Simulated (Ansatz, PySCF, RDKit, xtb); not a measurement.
# Isomers of C4H5B, a sample narrowed down, part 2 of 2

Which of a sample of isomers of C4H5B is the most stable in the gas at 298.15 K, and what are its properties? The sample is small against all isomers, and the most stable one of this formula need not be in it.

xtb, Ansatz and PySCF; isolated molecules. Earlier steps stand in the parts before.

### Step 12. The ranking

Energies in kcal/mol from c995a; G adds the thermal terms to the CCSD(T)/def2-SVP + MP2/def2-TZVPP - MP2/def2-SVP energy. The columns left of the relaxed level are at the tight-binding geometries.

```csv
label,SMILES,spin,GFN2-xTB,HF/STO-3G,r2SCAN-D4/def2-SVP,B3LYP-D3(BJ)/def2-SVP,HF/def2-SVP,MP2/def2-SVP,CCSD(T)/def2-SVP + MP2/def2-TZVPP - MP2/def2-SVP,G,share at equilibrium,T1
c995a,B/C=C/C#C,singlet,0.0,0.0,0.0,0.0,0.0,0.0,0.0,0.0,79.8 %,0.013
c114a,BC(=C)C#C,singlet,2.5,1.0,3.3,2.6,0.9,1.7,1.1,1.0,15.8 %,0.013
c065a,B/C=C\C#C,singlet,1.1,1.2,1.8,1.8,2.1,2.0,1.8,1.7,4.5 %,0.013
```

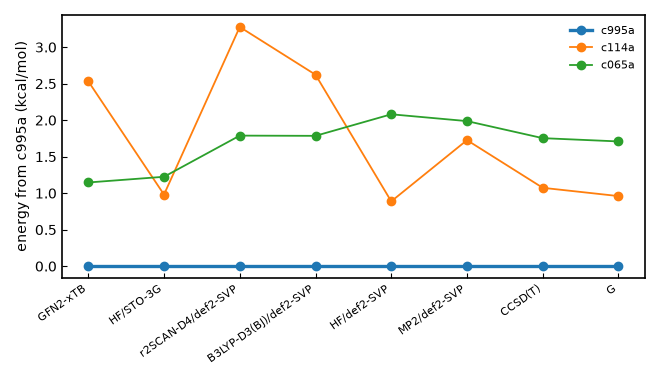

The finalists at each level, measured from c995a.

Lowest found: c995a, `B/C=C/C#C`, a singlet of point group Cs. Bond lengths: C1–C2 1.362 Å, C2–C3 1.420 Å, C3–C4 1.216 Å, C1–B5 1.538 Å, B5–H6 1.209 Å, B5–H7 1.206 Å, C1–H8 1.096 Å, C2–H9 1.098 Å, C4–H10 1.074 Å. Some angles: C1–C2–C3 125.4°, C2–C1–B5 120.9°, C2–C3–C4 178.9°, C1–C2–H9 118.8°, C3–C2–H9 115.8°, C2–C1–H8 117.0°, B5–C1–H8 122.1°, C3–C4–H10 179.6°, C1–B5–H6 119.0°, C1–B5–H7 121.5°.

```xyz
10

C     0.6775   -2.1405    0.4606
C     1.3050   -2.2784    1.6615
C     1.5872   -3.5122    2.3054
C     1.8383   -4.5572    2.8737
B     0.4244   -0.7487   -0.1426
H     0.7913    0.2294    0.4659
H    -0.1301   -0.6126   -1.2054
H     0.3663   -3.0609   -0.0474
H     1.6290   -1.3753    2.1951
H     2.0571   -5.4842    3.3702
```

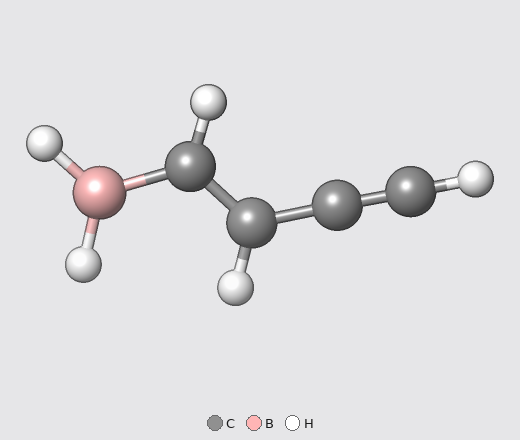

The lowest structure found, seen from a chosen angle (carbon grey, boron pink, hydrogen white).

### Step 13. Density, orbitals and dipole (PBE0/def2-TZVPD)

Contents of input.yaml:

```yaml
crystal:
  periodic: [false, false, false]
  atoms:
    - symbol: C
      position_ang: [0.677512, -2.140518, 0.460576]
    - symbol: C
      position_ang: [1.305018, -2.278443, 1.661519]
    - symbol: C
      position_ang: [1.587183, -3.512228, 2.305367]
    - symbol: C
      position_ang: [1.838319, -4.557196, 2.873679]
    - symbol: B
      position_ang: [0.424403, -0.748672, -0.142592]
    - symbol: H
      position_ang: [0.791342, 0.229381, 0.465917]
    - symbol: H
      position_ang: [-0.130063, -0.612615, -1.205353]
    - symbol: H
      position_ang: [0.366272, -3.060879, -0.047388]
    - symbol: H
      position_ang: [1.628974, -1.375287, 2.195065]
    - symbol: H
      position_ang: [2.057129, -5.484171, 3.370195]
basis:
  gaussian:
    orbitals: def2-TZVPD
hamiltonian:
  xc: {name: PBE0}
output:
  forces: true
  orbitals: {seedname: orbitals}
```

Run with:

```sh
$ ansatz run input.yaml --threads 2 --pin off --max-ram 5220MiB --events-out events.jsonl --progress --plain --runs-dir runs
```

The program printed, shortened:

```text
Warning: RAYON_NUM_THREADS=2 ignored (pool sized by the plan → 2); use --threads N
Functional definition: PBE0
  name "PBE0"
[...]
1116 factors; their error is unknown
[...]
mean field -4898.00877967 eV, -179.9985026631 hartree, gradient 1.9e-5 eV, S^2 0.000000; 0 other end points of the search recorded, 0 dependent functions left out
[...]
reference -4898.00881761 eV, -179.9985040575 hartree; 17, 17 occupied and 213, 213 virtual orbitals, 1116 factors
Total energy: -4898.00881761 eV, -179.9985040575 hartree
Atom 0 at     0.677512    -2.140518     0.460576 Å, force     0.149445    -0.199241     0.300587 eV/Å
Atom 1 at     1.305018    -2.278443     1.661519 Å, force    -0.119352     0.112822    -0.236377 eV/Å
Atom 2 at     1.587183    -3.512228     2.305367 Å, force     0.151104    -0.716234     0.349893 eV/Å
Atom 3 at     1.838319    -4.557196     2.873679 Å, force    -0.165972     0.707253    -0.377318 eV/Å
Atom 4 at     0.424403    -0.748672    -0.142592 Å, force     0.016132     0.050999     0.026269 eV/Å
Atom 5 at     0.791342     0.229381     0.465917 Å, force    -0.069041    -0.201801    -0.112979 eV/Å
Atom 6 at    -0.130063    -0.612615    -1.205353 Å, force     0.114050    -0.036129     0.219311 eV/Å
Atom 7 at     0.366272    -3.060879    -0.047388 Å, force     0.086230     0.235517     0.142477 eV/Å
Atom 8 at     1.628974    -1.375287     2.195065 Å, force    -0.090499    -0.259282    -0.148351 eV/Å
Atom 9 at     2.057129    -5.484171     3.370195 Å, force    -0.072097     0.306095    -0.163512 eV/Å
Dipole moment:     0.092952    -0.248301     0.198078 e Å
```

It took 3.9 s on 2 threads of Intel Xeon 6975P-C (Granite Rapids), shared host.

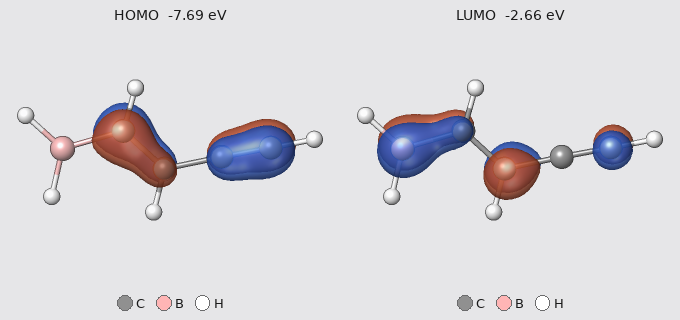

Frontier orbitals of this run, surfaces at ±0.2 Å^-3/2.

### Step 14. Frequencies after a tight-binding relaxation (GFN2-xTB)

Contents of start.xyz:

```xyz
10
c995a
C      0.677512    -2.140518     0.460576
C      1.305018    -2.278443     1.661519
C      1.587183    -3.512228     2.305367
C      1.838319    -4.557196     2.873679
B      0.424403    -0.748672    -0.142592
H      0.791342     0.229381     0.465917
H     -0.130063    -0.612615    -1.205353
H      0.366272    -3.060879    -0.047388
H      1.628974    -1.375287     2.195065
H      2.057129    -5.484171     3.370195
```

Run with:

```sh
$ xtb start.xyz --gfn 2 --ohess tight
```

The program printed, shortened:

```text
* xtb version 6.7.1
[...]
          :  # basis functions                  25          :
[...]
          :  # electrons                        24          :
[...]
          :  Hamiltonian                  GFN2-xTB          :
[...]
          :  net charge                          0          :
          :  unpaired electrons                  0          :
[...]
   *** convergence criteria satisfied after 13 iterations ***
[...]
   *** GEOMETRY OPTIMIZATION CONVERGED AFTER 14 ITERATIONS ***
[...]
   *** convergence criteria satisfied after 3 iterations ***
[...]
         ::                     SUMMARY                     ::
         :::::::::::::::::::::::::::::::::::::::::::::::::::::
         :: total energy             -12.228004700451 Eh    ::
         :: gradient norm              0.000323714464 Eh/a0 ::
         :: HOMO-LUMO gap              3.048562291987 eV    ::
         ::.................................................::
         :: SCC energy               -12.508936868836 Eh    ::
         :: -> isotropic ES            0.019931453197 Eh    ::
         :: -> anisotropic ES          0.002775229083 Eh    ::
         :: -> anisotropic XC          0.013471231793 Eh    ::
         :: -> dispersion             -0.004946170800 Eh    ::
         :: repulsion energy           0.280932168385 Eh    ::
         :: add. restraining           0.000000000000 Eh    ::
         :: total charge               0.000000000000 e     ::
         :::::::::::::::::::::::::::::::::::::::::::::::::::::
[...]
        12        2.0000           -0.4015279             -10.9261 (HOMO)
        13                         -0.2894954              -7.8776 (LUMO)
[...]
molecular dipole:
                 x           y           z       tot (Debye)
 q only:        0.106      -0.172       0.216
   full:        0.152      -0.327       0.317       1.221
molecular quadrupole (traceless):
[...]
          | TOTAL ENERGY              -12.228004700451 Eh   |
          | TOTAL ENTHALPY            -12.150677349872 Eh   |
          | TOTAL FREE ENERGY         -12.186722575831 Eh   |
          | GRADIENT NORM               0.000323703393 Eh/α |
[...]
```

Wall time 0.14 s (2 threads of Intel Xeon 6975P-C (Granite Rapids), shared host).

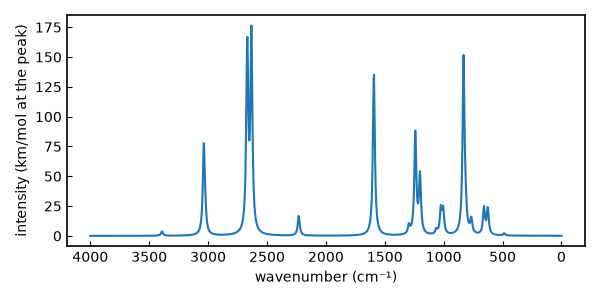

Harmonic infrared spectrum, unscaled, lines broadened by 10 cm⁻¹.

### Step 15. Electronic excitations (TD-PBE0/def2-SVPD)

An in-house driver calls PySCF's response routines at TD-PBE0/def2-SVPD; it has no typed input.

The program printed:

```text
coarse grid: 8536 points
cycle   1  E = -179.7512907200  dE =  3.897e-01  |g| = 3.135e-01  |ddm| = 8.565e+00
cycle   2  E = -179.7446745990  dE =  6.616e-03  |g| = 3.551e-01  |ddm| = 2.081e+00
cycle   3  E = -179.7771772634  dE = -3.250e-02  |g| = 1.026e-01  |ddm| = 6.564e-01
cycle   4  E = -179.7801100057  dE = -2.933e-03  |g| = 2.250e-02  |ddm| = 1.983e-01
cycle   5  E = -179.7802672540  dE = -1.572e-04  |g| = 5.519e-03  |ddm| = 6.285e-02
cycle   6  E = -179.7802770847  dE = -9.831e-06  |g| = 2.037e-03  |ddm| = 1.888e-02
final grid: 82904 points
cycle   7  E = -179.8105193955  dE = -1.669e-05  |g| = 5.182e-03  |ddm| = 8.497e-02
cycle   8  E = -179.8105067968  dE =  1.260e-05  |g| = 8.775e-03  |ddm| = 2.238e-02
cycle   9  E = -179.8105258761  dE = -1.908e-05  |g| = 2.008e-03  |ddm| = 1.290e-02
cycle  10  E = -179.8105270062  dE = -1.130e-06  |g| = 1.636e-04  |ddm| = 2.905e-03
cycle  11  E = -179.8105270136  dE = -7.441e-09  |g| = 5.034e-05  |ddm| = 4.674e-04
cycle  12  E = -179.8105270143  dE = -6.614e-10  |g| = 2.425e-05  |ddm| = 1.770e-04
converged SCF energy = -179.8105270143

Static polarisability (au): isotropic 70.660, principal 39.996 52.249 119.734

Singlet excitations
state   eV       nm        f      main configurations
  1   4.2665    290.6   0.00002   H-1->L 0.98
  2   4.6704    265.5   0.46693   H->L 0.94
  3   4.9533    250.3   0.00000   H-2->L 0.98
  4   5.4252    228.5   0.00107   H-3->L 0.98
  5   6.4401    192.5   0.00026   H->L+2 0.88
  6   6.5910    188.1   0.10165   H-4->L 0.79, H-1->L+2 0.09
  7   7.1113    174.3   0.01883   H->L+1 0.68, H-4->L 0.13, H-1->L+2 0.12
  8   7.4152    167.2   0.00316   H-5->L 0.46, H-1->L+1 0.40

Triplet excitations (Tamm-Dancoff, eV): 2.6988 4.0009 4.4907
```

Run time: 6 s. Hardware: 2 threads of Intel Xeon 6975P-C (Granite Rapids), shared host; peak memory 0.59 GiB.

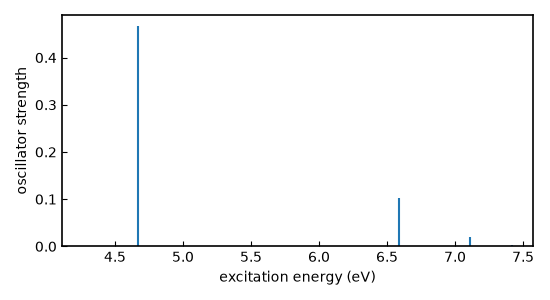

Vertical excitations as sticks.

The roots found:

```csv
excited state,energy (eV),strength
1,4.266,0.0000
2,4.670,0.4669
3,4.953,0.0000
4,5.425,0.0011
5,6.440,0.0003
6,6.591,0.1017
7,7.111,0.0188
8,7.415,0.0032
```

### Step 16. NMR shieldings (GIAO PBE0/pcSseg-1)

An in-house driver calls PySCF's response routines at GIAO PBE0/pcSseg-1; it has no typed input.

The program printed:

```text
coarse grid: 8536 points
cycle   1  E = -179.8531328960  dE =  4.301e-01  |g| = 3.262e-01  |ddm| = 2.961e+00
cycle   2  E = -179.8476635393  dE =  5.469e-03  |g| = 3.625e-01  |ddm| = 8.012e-01
cycle   3  E = -179.8803905210  dE = -3.273e-02  |g| = 1.065e-01  |ddm| = 3.673e-01
cycle   4  E = -179.8834595970  dE = -3.069e-03  |g| = 2.179e-02  |ddm| = 1.071e-01
cycle   5  E = -179.8835999481  dE = -1.404e-04  |g| = 5.483e-03  |ddm| = 3.072e-02
cycle   6  E = -179.8836094846  dE = -9.536e-06  |g| = 1.247e-03  |ddm| = 7.623e-03
final grid: 82904 points
cycle   7  E = -179.9141355830  dE = -1.908e-05  |g| = 4.594e-03  |ddm| = 4.424e-02
cycle   8  E = -179.9141312642  dE =  4.319e-06  |g| = 6.173e-03  |ddm| = 9.881e-03
cycle   9  E = -179.9141405527  dE = -9.288e-06  |g| = 2.226e-03  |ddm| = 5.687e-03
cycle  10  E = -179.9141418141  dE = -1.261e-06  |g| = 1.731e-04  |ddm| = 1.585e-03
cycle  11  E = -179.9141418217  dE = -7.605e-09  |g| = 5.549e-05  |ddm| = 2.179e-04
cycle  12  E = -179.9141418225  dE = -8.322e-10  |g| = 1.439e-05  |ddm| = 5.951e-05
converged SCF energy = -179.9141418225

GIAO shielding tensors (ppm)
atom      isotropic    diamagn.    paramagn.     s11        s22        s33       span
  0 C       25.634     255.988    -230.354   -101.887      4.952    173.838    275.725
  1 C       27.556     255.309    -227.753    -86.934     26.590    143.013    229.948
  2 C       97.858     248.790    -150.932     -3.546     -0.285    297.404    300.950
  3 C       78.052     256.147    -178.095     32.680     40.037    161.439    128.759
  4 B       27.601     194.324    -166.724    -24.543    -15.571    122.916    147.459
  5 H       24.646      31.348      -6.701     18.845     27.405     27.689      8.845
  6 H       24.341      29.958      -5.618     19.660     26.399     26.963      7.303
  7 H       23.602      30.173      -6.570     18.167     24.121     28.518     10.350
  8 H       24.467      29.964      -5.497     22.450     23.630     27.320      4.870
  9 H       27.054      31.198      -4.145     24.196     24.590     32.374      8.178
```

It took 4.8 s on 2 threads of Intel Xeon 6975P-C (Granite Rapids), shared host.

Isotropic shieldings, averaged over atoms that the bond graph makes equivalent (absolute, not shifts):

```csv
atoms,shielding (ppm)
C1,25.6
C2,27.6
C3,97.9
C4,78.1
B5,27.6
"H6, H7",24.49
H8,23.60
H9,24.47
H10,27.05
```

### Step 17. The cation at the same geometry (PBE0/def2-TZVPD)

Contents of input.yaml:

```yaml
crystal:
  periodic: [false, false, false]
  atoms:
    - {symbol: C, position_ang: [0.677512, -2.140518, 0.460576]}
    - {symbol: C, position_ang: [1.305018, -2.278443, 1.661519]}
    - {symbol: C, position_ang: [1.587183, -3.512228, 2.305367]}
    - {symbol: C, position_ang: [1.838319, -4.557196, 2.873679]}
    - {symbol: B, position_ang: [0.424403, -0.748672, -0.142592]}
    - {symbol: H, position_ang: [0.791342, 0.229381, 0.465917]}
    - {symbol: H, position_ang: [-0.130063, -0.612615, -1.205353]}
    - {symbol: H, position_ang: [0.366272, -3.060879, -0.047388]}
    - {symbol: H, position_ang: [1.628974, -1.375287, 2.195065]}
    - {symbol: H, position_ang: [2.057129, -5.484171, 3.370195]}
basis:
  gaussian: {orbitals: def2-TZVPD}
total_charge: 1
magnetization: {spin_polarized: true, initial_magnetization: 1}
hamiltonian: {xc: {name: PBE0}}
```

Run with:

```sh
$ ansatz run input.yaml --threads 2 --pin off --max-ram 5220MiB --events-out events.jsonl --progress --plain --runs-dir runs
```

The program printed:

```text
Warning: RAYON_NUM_THREADS=2 ignored (pool sized by the plan → 2); use --threads N
[... 2 set-up lines as earlier in the session ...]
  parameter a = 0.25
  parameter kappa = 0.804
  parameter beta = 0.06672455060314922
  exchange = (1 - a)*pbe_x(kappa = kappa, mu = beta*pi^2/3) + a*exact_x
  correlation = pbe_c(beta = beta)
1116 factors; their error is unknown
mean field evaluation 1: about -4873.4572 eV, gradient 5.0e1 eV
mean field evaluation 2: about -4834.6356 eV, gradient 8.5e1 eV
mean field evaluation 4: about -4881.8910 eV, gradient 2.7e1 eV
mean field evaluation 8: about -4887.4800 eV, gradient 1.4e0 eV
mean field evaluation 16: about -4887.4842 eV, gradient 2.8e-2 eV
mean field evaluation 32: about -4888.3645 eV, gradient 2.3e-5 eV
mean field -4888.36453830 eV, -179.6440833301 hartree, gradient 2.3e-5 eV, S^2 0.775860; 4 other end points of the search recorded, 0 dependent functions left out
reference -4888.36457341 eV, -179.6440846202 hartree; 17, 16 occupied and 213, 214 virtual orbitals, 1116 factors
Total energy: -4888.36457341 eV, -179.6440846202 hartree
```

It took 13 s on 2 threads of Intel Xeon 6975P-C (Granite Rapids), shared host; peak memory 0.58 GiB.

Difference from the parent: 9.64 eV.

### Step 18. The anion at the same geometry (PBE0/def2-TZVPD)

Changes to input.yaml since step 17:

```diff
@@ -14,5 +14,11 @@
 basis:
-  gaussian: {orbitals: def2-TZVPD}
-total_charge: 1
-magnetization: {spin_polarized: true, initial_magnetization: 1}
-hamiltonian: {xc: {name: PBE0}}
+  gaussian:
+    orbitals: def2-TZVPD
+hamiltonian:
+  xc: {name: PBE0}
+scf:
+  lower_state_search: "off"
+total_charge: -1
+magnetization:
+  spin_polarized: true
+  initial_magnetization: 1
```

Run with:

```sh
$ ansatz run input.yaml --threads 2 --pin off --max-ram 5220MiB --events-out events.jsonl --progress --plain --runs-dir runs
```

The program printed, shortened:

```text
Warning: RAYON_NUM_THREADS=2 ignored (pool sized by the plan → 2); use --threads N
[... 2 set-up lines as earlier in the session ...]
[...]
1116 factors; their error is unknown
[...]
mean field -4898.94859590 eV, -180.0330402726 hartree, gradient 3.4e-6 eV, S^2 0.765977; 0 other end points of the search recorded, 0 dependent functions left out
reference -4898.94863683 eV, -180.0330417769 hartree; 18, 17 occupied and 212, 213 virtual orbitals, 1116 factors
Total energy: -4898.94863683 eV, -180.0330417769 hartree
Checks for a lower state left out: stability, starts, cluster_reference, orbital_swaps, neighbouring_geometries, increment
```

It took 4.5 s on 2 threads of Intel Xeon 6975P-C (Granite Rapids), shared host; peak memory 0.53 GiB.

Parent less the species with the added electron: 0.94 eV.

### Step 19. The triplet at the same geometry (PBE0/def2-TZVPD)

Changes to input.yaml since step 18:

```diff
@@ -14,11 +14,4 @@
 basis:
-  gaussian:
-    orbitals: def2-TZVPD
-hamiltonian:
-  xc: {name: PBE0}
-scf:
-  lower_state_search: "off"
-total_charge: -1
-magnetization:
-  spin_polarized: true
-  initial_magnetization: 1
+  gaussian: {orbitals: def2-TZVPD}
+magnetization: {spin_polarized: true, initial_magnetization: 2}
+hamiltonian: {xc: {name: PBE0}}
```

Run with:

```sh
$ ansatz run input.yaml --threads 2 --pin off --max-ram 5220MiB --events-out events.jsonl --progress --plain --runs-dir runs
```

The program printed, shortened:

```text
Warning: RAYON_NUM_THREADS=2 ignored (pool sized by the plan → 2); use --threads N
[... 7 set-up lines as earlier in the session ...]
1116 factors; their error is unknown
mean field evaluation 1: about -4889.2106 eV, gradient 3.4e1 eV
mean field evaluation 2: about -4887.4893 eV, gradient 3.7e1 eV
mean field evaluation 4: about -4895.2408 eV, gradient 3.2e0 eV
mean field evaluation 8: about -4895.3096 eV, gradient 2.7e-1 eV
mean field evaluation 16: about -4895.3041 eV, gradient 6.0e-3 eV
mean field -4895.30405726 eV, -179.8991059480 hartree, gradient 2.4e-5 eV, S^2 2.020453; 0 other end points of the search recorded, 0 dependent functions left out
reference -4895.30409725 eV, -179.8991074178 hartree; 18, 16 occupied and 212, 214 virtual orbitals, 1116 factors
Total energy: -4895.30409725 eV, -179.8991074178 hartree
```

Run time: 6 s. Hardware: 2 threads of Intel Xeon 6975P-C (Granite Rapids), shared host; peak memory 0.58 GiB.

It lies 2.70 eV above the singlet.

### Step 20. What came out

What follows sums up all 2 parts.

```
                                                        quantity                                                                  value
                                          lowest structure found                                                 B/C=C/C#C, singlet, Cs
                                                   next finalist                           BC(=C)C#C, singlet, 1.0 kcal/mol higher in G
                       share at equilibrium, among the finalists                                                                 79.8 %
                                                          funnel  3 starts, 3 minima at GFN2-xTB, 5 screening runs, 3 relaxed, 3 ranked
                                            CPU time of all runs                                                                8.9 min
harmonic wavenumbers, lowest and highest (B3LYP-D3(BJ)/def2-SVP)                                                      135 and 3467 cm⁻¹
                             rotational constants, same geometry                                           1.396, 0.07865, 0.07445 cm⁻¹
                                 dipole moment (PBE0/def2-TZVPD)                                                                 1.59 D
                                   HOMO energy (PBE0/def2-TZVPD)                                                               -7.69 eV
                                   LUMO energy (PBE0/def2-TZVPD)                                                               -2.66 eV
                                 HOMO–LUMO gap (PBE0/def2-TZVPD)                                                                5.03 eV
                           lowest excitation (TD-PBE0/def2-SVPD)                                                    4.27 eV (f = 0.000)
                    strongest of the states computed, same level                                                    4.67 eV (f = 0.467)
             lowest triplet excitation, same level, Tamm-Dancoff                                                                2.70 eV
                                      vertical ionisation energy                                                                9.64 eV
                                      vertical electron affinity                                                                0.94 eV
                                   vertical triplet less singlet                                                               +2.70 eV
```

In words: The lowest structure found is `B/C=C/C#C`. Its margin of 1.0 kcal/mol is inside the likely error of CCSD(T)/def2-SVP + MP2/def2-TZVPP - MP2/def2-SVP with harmonic terms (about 1.5 kcal/mol), so the order of the first two is not settled. GFN2-xTB, HF/STO-3G, r2SCAN-D4/def2-SVP, B3LYP-D3(BJ)/def2-SVP, HF/def2-SVP and MP2/def2-SVP already put its bonding pattern lowest among the structures in one piece. The largest share of the time went into the vibrations (65 %). Lowest found is not proven lowest: the search is finite, and each finalist counts with one conformer. Only 3 drawn patterns were tried, so whole families of isomers are missing, and the result ranks this sample alone. The lowest isomer need not be the one that is made and kept in a bottle, which depends on barriers.
